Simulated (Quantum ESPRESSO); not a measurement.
# Pd(111), 5 layers against a metal electrode, stepped through the charge of the slab, part 3 of 4

Wanted: a table for Pd(111), 5 layers against a metal electrode against the charge of the slab, and what can be fitted to it.

Quantum ESPRESSO 7.5; plane-wave DFT, PBE, GBRV ultrasoft pseudopotentials.

So far. Step 2 (Variable-cell relaxation of the reference):  The last row is no step: it is a fresh SCF in the final cell with a new plane-wave basis, -1 meV from the row before. Step 3 (Relaxation with pw.x of the reference):  On the free atoms the largest force ends at 0.019 eV/Å.

### Step 4. SCF with pw.x, 0 ×10¹³ e/cm²

A run under open boundaries on these atoms gives the vacuum levels.

Contents of m2.esm.in:

```
&control
  prefix = 'm2.esm'
  outdir = './out'
  pseudo_dir = './pseudo'
  calculation = 'scf'
  tprnfor = .true.
/
&system
  ibrav = 0
  nat = 5
  ntyp = 1
  ecutwfc = 40
  ecutrho = 200
  occupations = 'smearing'
  smearing = 'mv'
  degauss = 0.02
  assume_isolated = 'esm'
  esm_bc = 'bc3'
  tot_charge = 0.0
/
&electrons
  conv_thr = 1e-08
  mixing_beta = 0.25
  electron_maxstep = 160
  mixing_mode = 'local-TF'
  mixing_ndim = 12
/
ATOMIC_SPECIES
  Pd  106.4200  pd_pbe_v1.4.uspp.F.UPF
CELL_PARAMETERS angstrom
  2.78812090119085 0.00000000000000 0.00000000000000
  1.39406045059543 2.41458352925364 0.00000000000000
  0.00000000000000 0.00000000000000 24.31032871157629
ATOMIC_POSITIONS crystal
  Pd  0.666666666700 0.666666666700 -0.125627381436
  Pd  0.000000000000 0.000000000000 -0.031678206736
  Pd  0.333333333300 0.333333333300 0.061702168564
  Pd  0.666666666700 0.666666666700 0.155082543864
  Pd  0.000000000000 0.000000000000 0.249031718564
K_POINTS automatic
  12 12 1 0 0 0
```

The run is started by

```sh
$ OMP_NUM_THREADS=1 mpirun -n 4 pw.x -nk 4 -in m2.esm.in > m2.esm.out
```

The log of the run:

```text
[banner, memory and clock lines left out]
Program PWSCF v.7.5 starts
[citation notice left out]

[...]
Message from routine setup:
[...]
bravais-lattice index     =            0
     lattice parameter (alat)  =       5.2688  a.u.
     unit-cell volume          =    1104.4378 (a.u.)^3
     number of atoms/cell      =            5
     number of atomic types    =            1
     number of electrons       =        80.00
     number of Kohn-Sham states=           48
     kinetic-energy cutoff     =      40.0000  Ry
     charge density cutoff     =     200.0000  Ry
     scf convergence threshold =      1.0E-08
     mixing beta               =       0.2500
     number of iterations used =           12  local-TF  mixing
     Exchange-correlation=  SLA  PW   PBX  PBC
                           (   1   4   3   4   0   0   0)

     Effective Screening Medium Method
     Boundary Conditions: Vacuum-Slab-Metal
     total charge in unit cell        =   0.0000
     grid points for fit at edges     =        4

[...]
PseudoPot. # 1 for Pd read from file:
     ./pseudo/pd_pbe_v1.4.uspp.F.UPF
     Pseudo is Ultrasoft + core correction, Zval = 16.0
     Generated by new atomic code, or converted to UPF format
     Using radial grid of  887 points,  6 beta functions with:
                l(1) =   0
                l(2) =   0
                l(3) =   1
                l(4) =   1
                l(5) =   2
                l(6) =   2
     Q(r) pseudized with  8 coefficients,  rinner =    1.130   1.130   1.130
                                                       1.130   1.130

     atomic species   valence    mass     pseudopotential
     Pd               16.00   106.42000     Pd( 1.00)

      6 Sym. Ops. (no inversion) found

[...]
number of k points=    19  Marzari-Vanderbilt smearing, width (Ry)=  0.0200
[...]
Dense  grid:    52713 G-vectors     FFT dimensions: (  24,  24, 216)

     Smooth grid:    37853 G-vectors     FFT dimensions: (  24,  24, 192)

     Initial potential from superposition of free atoms

     starting charge      77.5000, renormalised to      80.0000

     negative rho (up, down):  4.118E-01 0.000E+00
     Starting wfcs are   60 randomized atomic wfcs

     per-process dynamical memory:    55.6 Mb

     Self-consistent Calculation

     iteration #  1     ecut=    40.00 Ry     beta= 0.25
     Davidson diagonalization with overlap
     ethr =  1.00E-02,  avg # of iterations =  7.3

     negative rho (up, down):  4.256E-01 0.000E+00

     total energy              =    -994.04349936 Ry
     estimated scf accuracy    <       9.01792162 Ry

     iteration #  2     ecut=    40.00 Ry     beta= 0.25
[...]
negative rho (up, down):  4.266E-01 0.000E+00

[...]
total energy              =    -994.03403028 Ry
     estimated scf accuracy    <      12.71641495 Ry

     iteration #  3     ecut=    40.00 Ry     beta= 0.25
[...]
negative rho (up, down):  4.628E-01 0.000E+00

[...]
total energy              =    -992.70036464 Ry
     estimated scf accuracy    <       6.16701356 Ry

     iteration #  4     ecut=    40.00 Ry     beta= 0.25
[...]
negative rho (up, down):  4.581E-01 0.000E+00

[...]
total energy              =    -993.19059218 Ry
     estimated scf accuracy    <       0.93811687 Ry

     iteration #  5     ecut=    40.00 Ry     beta= 0.25
[...]
negative rho (up, down):  4.631E-01 0.000E+00

[...]
total energy              =    -993.26536925 Ry
     estimated scf accuracy    <       0.21727039 Ry

     iteration #  6     ecut=    40.00 Ry     beta= 0.25
[...]
c_bands:  3 eigenvalues not converged
     c_bands:  2 eigenvalues not converged
     c_bands:  2 eigenvalues not converged
     c_bands:  2 eigenvalues not converged
     c_bands:  1 eigenvalues not converged
[...]
negative rho (up, down):  4.630E-01 0.000E+00

[...]
total energy              =    -993.40045207 Ry
     estimated scf accuracy    <       0.30274687 Ry

[...]
iteration # 50     ecut=    40.00 Ry     beta= 0.25
[...]
negative rho (up, down):  4.136E-01 0.000E+00

[...]
total energy              =    -993.42793770 Ry
     estimated scf accuracy    <       0.00000007 Ry

     iteration # 51     ecut=    40.00 Ry     beta= 0.25
[...]
negative rho (up, down):  4.136E-01 0.000E+00

[...]
total energy              =    -993.42792661 Ry
     estimated scf accuracy    <       0.00000001 Ry

     iteration # 52     ecut=    40.00 Ry     beta= 0.25
[...]
negative rho (up, down):  4.136E-01 0.000E+00

[...]
total energy              =    -993.42799376 Ry
     estimated scf accuracy    <       0.00000001 Ry

     iteration # 53     ecut=    40.00 Ry     beta= 0.25
[...]
negative rho (up, down):  4.136E-01 0.000E+00

[...]
End of self-consistent calculation

          k = 0.0000 0.0000 0.0000 (  4725 PWs)   bands (ev):

   -55.1895 -55.0261 -54.9280 -54.9149 -54.9149 -54.8564 -54.8564 -54.8504
   -54.8504 -54.5657 -54.5657 -54.5657 -54.5657 -54.4423 -54.4416 -11.8109
   -10.9807 -10.2954 -10.0099  -9.9222  -7.9947  -7.9062  -7.9015  -7.9015
    -7.8316  -7.8316  -7.7052  -7.7052  -7.4945  -7.4568  -7.4568  -7.4326
    -7.4326  -6.4366  -6.4366  -6.3120  -6.2989  -6.2989  -5.9595  -5.9595
    -5.5227  -5.5227  -5.3118  -5.3118  -4.4973  -3.7902  -0.3695   0.1244

          k = 0.0000 0.0962 0.0000 (  4739 PWs)   bands (ev):

   -55.1840 -55.0268 -54.9331 -54.9284 -54.9199 -54.8720 -54.8687 -54.8609
   -54.8544 -54.5837 -54.5837 -54.5701 -54.5701 -54.4403 -54.4398 -11.5982
   -10.7765 -10.1153  -9.8273  -9.7457  -8.1358  -8.0832  -8.0089  -7.7837
    -7.7681  -7.7439  -7.7398  -7.6199  -7.5710  -7.4971  -7.4119  -7.3432
    -7.3014  -6.8638  -6.5454  -6.5404  -6.2735  -6.2200  -5.9604  -5.9350
    -5.8264  -5.5215  -5.3028  -5.2398  -3.9047  -3.0606  -0.1930   0.3154

[...]
the Fermi energy is    -5.2382 ev

!    total energy              =    -993.42797277 Ry
     estimated scf accuracy    <          5.6E-09 Ry
     smearing contrib. (-TS)   =       0.00012794 Ry
     internal energy E=F+TS    =    -993.42810072 Ry

     The total energy is F=E-TS. E is the sum of the following terms:
     one-electron contribution = -111320.06633646 Ry
     hartree contribution      =   55659.48906914 Ry
     xc contribution           =    -156.60851137 Ry
     ewald contribution        =   54823.75767798 Ry

     convergence has been achieved in  53 iterations

     negative rho (up, down):  4.136E-01 0.000E+00

     Forces acting on atoms (cartesian axes, Ry/au):

     atom    1 type  1   force =     0.00000000    0.00000000    0.00064543
     atom    2 type  1   force =     0.00000000    0.00000000    0.00062374
     atom    3 type  1   force =     0.00000000    0.00000000   -0.00000755
     atom    4 type  1   force =     0.00000000    0.00000000   -0.00065661
     atom    5 type  1   force =     0.00000000    0.00000000   -0.00063492

     Total force =     0.001281     Total SCF correction =     0.000816
     SCF correction compared to forces is large: reduce conv_thr to get better values

[...]
```

Run time: 1.7 min. Hardware: 4 MPI ranks of Intel Xeon Platinum 8488C (Sapphire Rapids), shared host; peak memory 0.48 GiB; 6.8 min of CPU time.

Numbers from this step:

| Property | Result |
| --- | --- |
| Fermi energy | -5.238 eV |
| vacuum line at the lower end of the cell, over the Fermi level | 5.238 eV |
| slope of the potential above | 8.77e-5 eV/Å |
| vacuum line at the upper end of the cell, over the Fermi level | 5.238 eV |

The potential energy, planar mean oscillates, so the rows of the table below give means over windows of 2.25 Å about each position, cut where the curve ends. Its maxima inside the range that stand out by 2 % of the span (Å: eV): -1.9: 1.29, 0.3: 0.957, 2.6: 0.910, 5.0: 1.26. Its minima: -3.0: -11.5, -0.8: -11.6, 1.5: -11.6, 3.7: -11.5, 6.1: -11.5.

Electrostatic potential energy of an electron; zero at the Fermi level. Table of potential energy, planar mean by z; means over each step:

```csv
z (Å),"potential energy, planar mean (eV)"
-11.04,5.24
-8.79,5.24
-6.54,5.22
-4.29,0.442
-2.04,-5.24
0.21,-5.50
2.46,-5.51
4.71,-5.26
6.96,-1.87
9.21,5.20
11.46,5.24
```

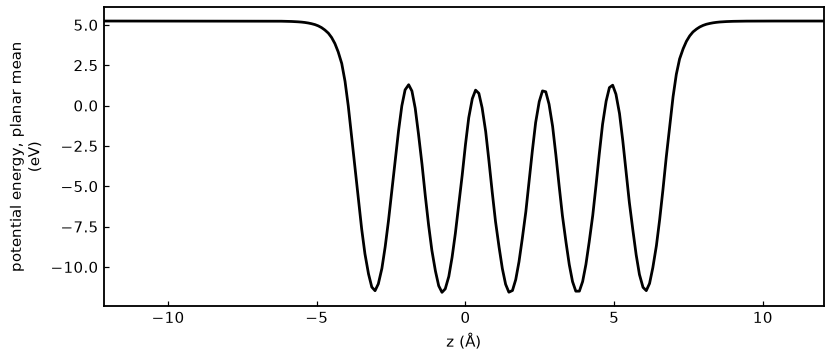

Potential energy, planar mean against z.

Inside the slab this potential holds the local part of the pseudopotentials, which can be repulsive at the nuclei; only its value in the vacuum has a meaning of its own.

### Step 5. SCF with pw.x, 1 ×10¹³ e/cm²

m3.esm.in, as its differences from the input of step 4:

```diff
@@ -1,3 +1,3 @@
 &control
-  prefix = 'm2.esm'
+  prefix = 'm3.esm'
   outdir = './out'
@@ -18,3 +18,3 @@
   esm_bc = 'bc3'
-  tot_charge = 0.0
+  tot_charge = 0.00655
 /
@@ -26,2 +26,3 @@
   mixing_ndim = 12
+  startingpot = 'file'
 /
```

The run is started by

```sh
$ cp -r out/m2.esm.save out/m3.esm.save
$ OMP_NUM_THREADS=1 mpirun -n 4 pw.x -nk 4 -in m3.esm.in > m3.esm.out
```

The log of the run:

```text
[banner, memory and clock lines left out]
Program PWSCF v.7.5 starts
[...]
Message from routine setup:
[...]
number of electrons       =        79.99
     number of Kohn-Sham states=           48
     kinetic-energy cutoff     =      40.0000  Ry
     charge density cutoff     =     200.0000  Ry
[...]
number of k points=    19  Marzari-Vanderbilt smearing, width (Ry)=  0.0200
[...]
Dense  grid:    52713 G-vectors     FFT dimensions: (  24,  24, 216)
[...]
The initial density is read from file :
[...]
negative rho (up, down):  4.136E-01 0.000E+00
     Starting wfcs are   60 randomized atomic wfcs
[...]
negative rho (up, down):  4.137E-01 0.000E+00
[...]
estimated scf accuracy    <       5.62458155 Ry
[...]
negative rho (up, down):  4.138E-01 0.000E+00
[...]
estimated scf accuracy    <       0.74632896 Ry
[...]
negative rho (up, down):  4.138E-01 0.000E+00
[...]
estimated scf accuracy    <       0.02436561 Ry
[...]
negative rho (up, down):  4.138E-01 0.000E+00
[...]
estimated scf accuracy    <       0.01754477 Ry
[...]
negative rho (up, down):  4.137E-01 0.000E+00
[...]
estimated scf accuracy    <       0.00662256 Ry
[...]
negative rho (up, down):  4.136E-01 0.000E+00
[...]
estimated scf accuracy    <       0.00443494 Ry
[...]
negative rho (up, down):  4.135E-01 0.000E+00
[...]
estimated scf accuracy    <       0.00356698 Ry
[...]
negative rho (up, down):  4.134E-01 0.000E+00
[...]
estimated scf accuracy    <       0.00283298 Ry
[...]
negative rho (up, down):  4.135E-01 0.000E+00
[...]
estimated scf accuracy    <       0.00032798 Ry
[...]
negative rho (up, down):  4.135E-01 0.000E+00
[...]
estimated scf accuracy    <       0.00057965 Ry
[...]
negative rho (up, down):  4.135E-01 0.000E+00
[...]
estimated scf accuracy    <       0.00004502 Ry
[...]
negative rho (up, down):  4.134E-01 0.000E+00
[...]
estimated scf accuracy    <       0.00083491 Ry
[...]
negative rho (up, down):  4.135E-01 0.000E+00
[...]
estimated scf accuracy    <       0.00029857 Ry
[...]
negative rho (up, down):  4.135E-01 0.000E+00
[...]
estimated scf accuracy    <       0.00017884 Ry
[...]
negative rho (up, down):  4.136E-01 0.000E+00
[...]
estimated scf accuracy    <       0.00014322 Ry
[...]
negative rho (up, down):  4.136E-01 0.000E+00
[...]
estimated scf accuracy    <       0.00000554 Ry
[...]
negative rho (up, down):  4.136E-01 0.000E+00
[...]
estimated scf accuracy    <       0.00000206 Ry
[...]
negative rho (up, down):  4.136E-01 0.000E+00
[...]
estimated scf accuracy    <       0.00000898 Ry
[...]
negative rho (up, down):  4.136E-01 0.000E+00
[...]
estimated scf accuracy    <       0.00000096 Ry
[...]
negative rho (up, down):  4.136E-01 0.000E+00
[...]
estimated scf accuracy    <       0.00000030 Ry
[...]
negative rho (up, down):  4.136E-01 0.000E+00
[...]
estimated scf accuracy    <       0.00000050 Ry
[...]
negative rho (up, down):  4.136E-01 0.000E+00
[...]
estimated scf accuracy    <       0.00000033 Ry
[...]
negative rho (up, down):  4.136E-01 0.000E+00
[...]
estimated scf accuracy    <       0.00000002 Ry
[...]
negative rho (up, down):  4.136E-01 0.000E+00
[...]
estimated scf accuracy    <       0.00000013 Ry
[...]
negative rho (up, down):  4.136E-01 0.000E+00
[...]
estimated scf accuracy    <       0.00000013 Ry
[...]
negative rho (up, down):  4.136E-01 0.000E+00
[...]
estimated scf accuracy    <       0.00000006 Ry
[...]
negative rho (up, down):  4.136E-01 0.000E+00
[...]
estimated scf accuracy    <       0.00000002 Ry
[...]
negative rho (up, down):  4.136E-01 0.000E+00
[...]
the Fermi energy is    -6.0435 ev
!    total energy              =    -993.42523894 Ry
     estimated scf accuracy    <          2.4E-09 Ry
     smearing contrib. (-TS)   =       0.00013685 Ry
     internal energy E=F+TS    =    -993.42537579 Ry
[...]
one-electron contribution = -111315.32982316 Ry
     hartree contribution      =   55654.75253359 Ry
     xc contribution           =    -156.60576419 Ry
     ewald contribution        =   54823.75767798 Ry
     convergence has been achieved in  28 iterations
     negative rho (up, down):  4.136E-01 0.000E+00
[...]
Total force =     0.001188     Total SCF correction =     0.000509
[...]
```

Elapsed: 66 s, on 4 MPI ranks; peak memory 0.47 GiB; 4.4 min of CPU time.

This step gave:

* Fermi energy: -6.043 eV
* vacuum line at the lower end of the cell, over the Fermi level: 5.234 eV
* slope of the potential above: 0.1761 eV/Å
* vacuum line at the upper end of the cell, over the Fermi level: 6.044 eV

Inside the slab this potential holds the local part of the pseudopotentials, which can be repulsive at the nuclei; only its value in the vacuum has a meaning of its own.

### Step 6. SCF with pw.x, -1.5 ×10¹³ e/cm²

m1.esm.in, as its differences from the input of step 5:

```diff
@@ -1,3 +1,3 @@
 &control
-  prefix = 'm3.esm'
+  prefix = 'm1.esm'
   outdir = './out'
@@ -18,3 +18,3 @@
   esm_bc = 'bc3'
-  tot_charge = 0.00655
+  tot_charge = -0.00983
 /
```

The run is started by

```sh
$ cp -r out/m2.esm.save out/m1.esm.save
$ OMP_NUM_THREADS=1 mpirun -n 4 pw.x -nk 4 -in m1.esm.in > m1.esm.out
```

The log of the run:

```text
[banner, memory and clock lines left out]
Program PWSCF v.7.5 starts
[...]
Message from routine setup:
[...]
number of electrons       =        80.01
     number of Kohn-Sham states=           48
     kinetic-energy cutoff     =      40.0000  Ry
     charge density cutoff     =     200.0000  Ry
[...]
number of k points=    19  Marzari-Vanderbilt smearing, width (Ry)=  0.0200
[...]
Dense  grid:    52713 G-vectors     FFT dimensions: (  24,  24, 216)
[...]
The initial density is read from file :
[...]
negative rho (up, down):  4.136E-01 0.000E+00
     Starting wfcs are   60 randomized atomic wfcs
[...]
negative rho (up, down):  4.139E-01 0.000E+00
[...]
estimated scf accuracy    <       5.63519333 Ry
[...]
negative rho (up, down):  4.144E-01 0.000E+00
[...]
estimated scf accuracy    <       0.44975536 Ry
[...]
negative rho (up, down):  4.150E-01 0.000E+00
[...]
estimated scf accuracy    <       0.04302292 Ry
[...]
negative rho (up, down):  4.157E-01 0.000E+00
[...]
estimated scf accuracy    <       0.00698603 Ry
[...]
negative rho (up, down):  4.162E-01 0.000E+00
[...]
estimated scf accuracy    <       0.01973631 Ry
[...]
negative rho (up, down):  4.162E-01 0.000E+00
[...]
estimated scf accuracy    <       0.03082759 Ry
[...]
negative rho (up, down):  4.159E-01 0.000E+00
[...]
estimated scf accuracy    <       0.00350456 Ry
[...]
negative rho (up, down):  4.151E-01 0.000E+00
[...]
estimated scf accuracy    <       0.00410171 Ry
[...]
negative rho (up, down):  4.150E-01 0.000E+00
[...]
estimated scf accuracy    <       0.02187947 Ry
[...]
negative rho (up, down):  4.147E-01 0.000E+00
[...]
estimated scf accuracy    <       0.00065426 Ry
[...]
negative rho (up, down):  4.147E-01 0.000E+00
[...]
estimated scf accuracy    <       0.00032113 Ry
[...]
negative rho (up, down):  4.147E-01 0.000E+00
[...]
estimated scf accuracy    <       0.00012224 Ry
[...]
negative rho (up, down):  4.146E-01 0.000E+00
[...]
estimated scf accuracy    <       0.00029643 Ry
[...]
negative rho (up, down):  4.139E-01 0.000E+00
[...]
estimated scf accuracy    <       0.00054851 Ry
[...]
negative rho (up, down):  4.140E-01 0.000E+00
[...]
estimated scf accuracy    <       0.00007402 Ry
[...]
negative rho (up, down):  4.140E-01 0.000E+00
[...]
estimated scf accuracy    <       0.00006826 Ry
[...]
negative rho (up, down):  4.138E-01 0.000E+00
[...]
estimated scf accuracy    <       0.00003732 Ry
[...]
negative rho (up, down):  4.138E-01 0.000E+00
[...]
estimated scf accuracy    <       0.00002267 Ry
[...]
negative rho (up, down):  4.136E-01 0.000E+00
[...]
estimated scf accuracy    <       0.00002259 Ry
[...]
negative rho (up, down):  4.136E-01 0.000E+00
[...]
estimated scf accuracy    <       0.00003991 Ry
[...]
negative rho (up, down):  4.136E-01 0.000E+00
[...]
estimated scf accuracy    <       0.00000024 Ry
[...]
negative rho (up, down):  4.136E-01 0.000E+00
[...]
estimated scf accuracy    <       0.00000163 Ry
[...]
negative rho (up, down):  4.136E-01 0.000E+00
[...]
estimated scf accuracy    <       0.00000182 Ry
[...]
negative rho (up, down):  4.136E-01 0.000E+00
[...]
estimated scf accuracy    <       0.00000161 Ry
[...]
negative rho (up, down):  4.136E-01 0.000E+00
[...]
estimated scf accuracy    <       0.00000004 Ry
[...]
negative rho (up, down):  4.136E-01 0.000E+00
[...]
estimated scf accuracy    <       0.00000001 Ry
[...]
negative rho (up, down):  4.136E-01 0.000E+00
[...]
estimated scf accuracy    <       0.00000007 Ry
[...]
negative rho (up, down):  4.136E-01 0.000E+00
[...]
estimated scf accuracy    <       0.00000004 Ry
[...]
negative rho (up, down):  4.136E-01 0.000E+00
[...]
the Fermi energy is    -4.0420 ev
!    total energy              =    -993.43137262 Ry
     estimated scf accuracy    <          9.3E-10 Ry
     smearing contrib. (-TS)   =       0.00011670 Ry
     internal energy E=F+TS    =    -993.43148932 Ry
[...]
one-electron contribution = -111327.10336435 Ry
     hartree contribution      =   55666.52681953 Ry
     xc contribution           =    -156.61262248 Ry
     ewald contribution        =   54823.75767798 Ry
     convergence has been achieved in  29 iterations
     negative rho (up, down):  4.136E-01 0.000E+00
[...]
Total force =     0.001112     Total SCF correction =     0.000249
[...]
```

Wall time 78 s (4 MPI ranks); peak memory 0.48 GiB.

Read from the output:

| Quantity | Value |
| --- | --- |
| Fermi energy | -4.042 eV |
| vacuum line at the lower end of the cell, over the Fermi level | 5.239 eV |
| slope of the potential above | -0.2641 eV/Å |
| vacuum line at the upper end of the cell, over the Fermi level | 4.042 eV |

Inside the slab this potential holds the local part of the pseudopotentials, which can be repulsive at the nuclei; only its value in the vacuum has a meaning of its own.

[end of part 3 of 4]

[Logs are printed without paths, hosts, clocks, repeated set-up lines and the standing remarks that a program may print on its own settings, such as how far it seeks lower states.]

[Hosts, paths, dates, database ids (printed as entryN), source tags and the programs' standing remarks are cut or masked in the printed files.]

[Maps of the electrostatic potential energy from Ansatz leave out the sawtooth potential of an applied field or a dipole correction, so their vacuum need not be flat; planar profiles and work functions include it.]
